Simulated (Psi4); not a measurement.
**BNH3Cl (SMILES NBCl) at BLYP/aug-cc-pVDZ**

What is the vertical singlet–triplet gap of BNH3Cl at BLYP/aug-cc-pVDZ? 

Program for the calculation: Psi4 1.11.

5 further runs of the same task are left out: 2 that didn't finish, 3 set aside as unsound or not needed. Runs told in other sessions of the task aren't counted.

## Step 1: The structure to begin with

BNH3Cl has 6 atoms, charge 0, and is taken as a singlet. SMILES: `NBCl`. The shape is that of a PBE0-D4/def2-TZVP optimisation.

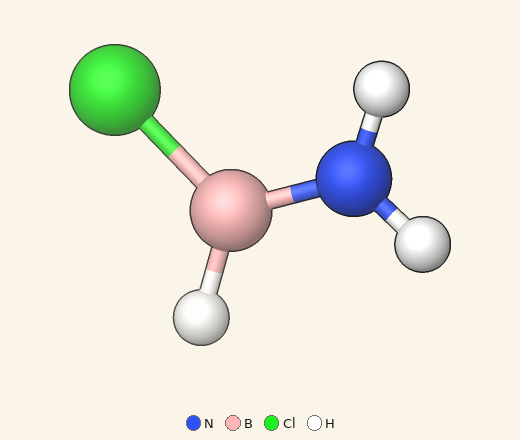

Viewed from a chosen angle; nitrogen blue, boron pink, chlorine green, hydrogen white.

## Step 2: Energy and forces at BLYP/aug-cc-pVDZ

input.json reads:

```json
{
 "schema_name": "qcschema_input",
 "schema_version": 1,
 "molecule": {
  "schema_name": "qcschema_molecule",
  "schema_version": 2,
  "symbols": ["N", "B", "Cl", "H", "H", "H"],
  "geometry": [-0.74757565, -0.01473986, -1.24343979, 0.69844278, -0.30027748, 0.91406053, 1.00136587, 2.24745128, 3.05379742, -0.96716183, -1.41597179, -2.50691068, -1.66031337, 1.59587371, -1.67845474, 1.75517762, -2.23346731, 1.37401987],
  "molecular_charge": 0,
  "molecular_multiplicity": 1,
  "fix_symmetry": "c1"
 },
 "driver": "gradient",
 "model": {
  "method": "blyp",
  "basis": "aug-cc-pVDZ"
 },
 "keywords": {
  "puream": true,
  "e_convergence": 1e-09,
  "d_convergence": 1e-08,
  "scf_type": "pk",
  "dft_radial_points": 99,
  "dft_spherical_points": 590,
  "scf_properties": ["LOWDIN_CHARGES", "DIPOLE", "WIBERG_LOWDIN_INDICES"]
 }
}
```

The run is started by

```bash
$ psi4 --qcschema input.json -n 1 --memory 2200MB
```

stdout:

```text
[...]
  Running in c1 symmetry.
[...]
  Nuclear repulsion =   85.398153575896458
[...]
  Multiplicity = 1
[...]
  Nalpha       = 16
  Nbeta        = 16
[...]
    Number of basis functions: 100
[...]
   @RKS iter   1:  -541.15595788595544    6.18435e-02   1.03241e-02 ADIIS/DIIS
[...]
   @RKS iter  12:  -541.66912350069720   -6.25278e-12   4.14640e-09 DIIS
[...]
    Orbital Energies [Eh]
    ---------------------
    Doubly Occupied:
       1A   -100.735385     2A    -14.040605     3A     -9.166219
       4A     -6.995811     5A     -6.990227     6A     -6.988602
       7A     -6.576628     8A     -0.811073     9A     -0.742665
      10A     -0.483138    11A     -0.477761    12A     -0.384133
      13A     -0.326465    14A     -0.308718    15A     -0.260624
      16A     -0.255533
[...]
  @RKS Final Energy:  -541.66912350069720
   => Energetics <=
    Nuclear Repulsion Energy =             85.3981535758964583
    One-Electron Energy =                -914.2550422763437155
    Two-Electron Energy =                 327.5215637220210283
    DFT Exchange-Correlation Energy =     -40.3337985222709818
    Empirical Dispersion Energy =           0.0000000000000000
    VV10 Nonlocal Energy =                  0.0000000000000000
    Total Energy =                       -541.6691235006971965
[...]
 Multipole Moments:
 ------------------------------------------------------------------------------------
     Multipole            Electronic (a.u.)      Nuclear  (a.u.)        Total (a.u.)
 ------------------------------------------------------------------------------------
 L = 1.  Multiply by 2.5417464519 to convert [e a0] to [Debye]
 Dipole X            :          1.0685058           -1.5168329           -0.4483271
 Dipole Y            :          2.2620004           -2.5325794           -0.2705790
 Dipole Z            :          3.1951484           -4.0964306           -0.9012822
 Magnitude           :                                                    1.0423626
[...]
  -Total Gradient:
     Atom            X                  Y                   Z
    ------   -----------------  -----------------  -----------------
       1        0.001281965972     0.000163546836     0.002174996753
       2       -0.004678979690     0.008412221635    -0.002115853945
       3       -0.001623248862    -0.011254718759    -0.009925552075
       4        0.001427483710     0.008179962256     0.007601752718
       5        0.005601099240    -0.009441963894     0.002966225697
       6       -0.002015035119     0.003933882709    -0.000717015664
[...]
```

The result, in JSON:

```text
{
 "driver": "gradient",
 "model": {
  "method": "blyp",
  "basis": "aug-cc-pVDZ"
 },
 "success": true,
 "return_result": [0.0012819659715563453, 0.00016354683598795994, 0.0021749967527513805, -0.004678979689836216, 0.008412221634562851, -0.0021158539454233655, -0.0016232488619843909, -0.01125471875881548, -0.009925552074565358, 0.0014274837102760604, 0.008179962255528389, 0.00760175271779473, 0.0056010992395089665, -0.009441963893866812, 0.002966225696698334, -0.0020150351192358557, 0.0039338827090332484, -0.0007170156635450883],
 "properties": {
  "calcinfo_nbasis": 100,
  "calcinfo_nmo": 100,
  "calcinfo_nalpha": 16,
  "calcinfo_nbeta": 16,
  "calcinfo_natom": 6,
  "nuclear_repulsion_energy": 85.39815357589646,
  "return_energy": -541.6691235006972,
  "return_gradient": [0.0012819659715563453, 0.00016354683598795994, 0.0021749967527513805, -0.004678979689836216, 0.008412221634562851, -0.0021158539454233655, -0.0016232488619843909, -0.01125471875881548, -0.009925552074565358, 0.0014274837102760604, 0.008179962255528389, 0.00760175271779473, 0.0056010992395089665, -0.009441963893866812, 0.002966225696698334, -0.0020150351192358557, 0.0039338827090332484, -0.0007170156635450883],
  "scf_one_electron_energy": -914.2550422763437,
  "scf_two_electron_energy": 327.521563722021,
  "scf_xc_energy": -40.33379852227098,
  "scf_dipole_moment": [-0.4483271284346766, -0.2705790094119265, -0.9012822161688576],
  "scf_total_energy": -541.6691235006972,
  "scf_total_gradient": [0.0012819659715563453, 0.00016354683598795994, 0.0021749967527513805, -0.004678979689836216, 0.008412221634562851, -0.0021158539454233655, -0.0016232488619843909, -0.01125471875881548, -0.009925552074565358, 0.0014274837102760604, 0.008179962255528389, 0.00760175271779473, 0.0056010992395089665, -0.009441963893866812, 0.002966225696698334, -0.0020150351192358557, 0.0039338827090332484, -0.0007170156635450883],
  "scf_iterations": 12
 }
}
```

Wall time 18 s (1 thread of AMD EPYC 9R45 (Zen 5), shared host); peak memory 0.98 GiB.

## Step 3: The triplet

bclh3n.xyz reads:

```xyz
6
BClH3N
N     -0.395600    -0.007800    -0.658000
B      0.369600    -0.158900     0.483700
Cl     0.529900     1.189300     1.616000
H     -0.511800    -0.749300    -1.326600
H     -0.878600     0.844500    -0.888200
H      0.928800    -1.181900     0.727100
```

bclh3n.py reads:

```python
import psi4

psi4.set_memory('2200 MB')
psi4.set_num_threads(1)
psi4.core.set_output_file('bclh3n.out', False)

with open('bclh3n.xyz') as f:
    atoms = ''.join(f.readlines()[2:])
molecule = psi4.geometry('0 3\n' + atoms + 'symmetry c1\nno_reorient\nno_com')

options = {'basis': 'aug-cc-pVDZ', 'reference': 'uks', 'puream': True, 'e_convergence': 1e-09, 'd_convergence': 1e-08, 'scf_type': 'pk', 'dft_radial_points': 99, 'dft_spherical_points': 590, 'maxiter': 100}
psi4.set_options(options)

e = psi4.gradient('BLYP')
print('gradient / Eh bohr^-1')
print(e.np.round(6))
```

The run is started by

```bash
$ python bclh3n.py
```

bclh3n.out (excerpt; [...] marks lines left out):

```text
[...]
  Running in c1 symmetry.
[...]
  Nuclear repulsion =   85.398153537645058
[...]
  Multiplicity = 3
[...]
  Nalpha       = 17
  Nbeta        = 15
[...]
    Number of basis functions: 100
[...]
   @UKS iter   1:  -540.63969626664368    5.78105e-01   1.20577e-02 ADIIS/DIIS
[...]
   @UKS iter  59:  -541.44853987195404   -3.63798e-12   4.93507e-09 DIIS
[...]
   @S^2 Observed:                2.004096094E+00
[...]
  @UKS Final Energy:  -541.44853987195404
   => Energetics <=
    Nuclear Repulsion Energy =             85.3981535376450580
    One-Electron Energy =                -913.1788770792961714
    Two-Electron Energy =                 326.6226508590841604
    DFT Exchange-Correlation Energy =     -40.2904671893871154
    Empirical Dispersion Energy =           0.0000000000000000
    VV10 Nonlocal Energy =                  0.0000000000000000
    Total Energy =                       -541.4485398719540399
  UHF NO Occupations:
  HONO-2 :   15  A 1.9992042
  HONO-1 :   16  A 1.0000000
[...]
 Multipole Moments:
 ------------------------------------------------------------------------------------
     Multipole            Electronic (a.u.)      Nuclear  (a.u.)        Total (a.u.)
 ------------------------------------------------------------------------------------
 L = 1.  Multiply by 2.5417464519 to convert [e a0] to [Debye]
 Dipole X            :        -14.9839218           14.4101066           -0.5738153
 Dipole Y            :        -34.2191854           34.5485399            0.3293546
 Dipole Z            :        -45.9824966           44.9694347           -1.0130619
 Magnitude           :                                                    1.2099722
[...]
  -Total Gradient:
     Atom            X                  Y                   Z
    ------   -----------------  -----------------  -----------------
       1        0.050509211732    -0.019091277303     0.072184951951
       2       -0.060452505985     0.039963025143    -0.075366471967
       3       -0.001070161333    -0.024122675340    -0.013049430712
       4        0.000880004838     0.010777645460     0.013573351624
       5        0.012049859130    -0.012559661659     0.005341881895
       6       -0.001923039133     0.005026126788    -0.002699715275
[...]
```

On the terminal:

```text
gradient / Eh bohr^-1
[[ 0.050509 -0.019091  0.072185]
 [-0.060453  0.039963 -0.075366]
 [-0.00107  -0.024123 -0.013049]
 [ 0.00088   0.010778  0.013573]
 [ 0.01205  -0.01256   0.005342]
 [-0.001923  0.005026 -0.0027  ]]
```

Run time: 82 s. Hardware: 1 thread of AMD EPYC 9R45 (Zen 5), shared host; peak memory 0.99 GiB.

## Step 4: What came out

Level: BLYP/aug-cc-pVDZ.

```
                                        quantity          value
                           singlet: total energy  -541.66912 Eh
                          singlet: dipole moment         2.65 D
                            singlet: HOMO energy       -6.95 eV
                            singlet: LUMO energy       -0.78 eV
                          singlet: HOMO–LUMO gap        6.17 eV
               singlet: largest force on an atom     0.776 eV/Å
                           triplet: total energy  -541.44854 Eh
                          triplet: dipole moment         3.08 D
     triplet: HOMO energy (highest over α and β)       -1.41 eV
                                   triplet: ⟨S²⟩          2.004
               triplet: largest force on an atom     5.376 eV/Å
vertical energy of the triplet above the singlet       6.002 eV
```

**Reading.** At this shape the triplet lies 6.00 eV (138 kcal/mol) above the singlet. The largest force (singlet) is 0.78 eV/Å: the shape isn't a stationary point for this species at this level.
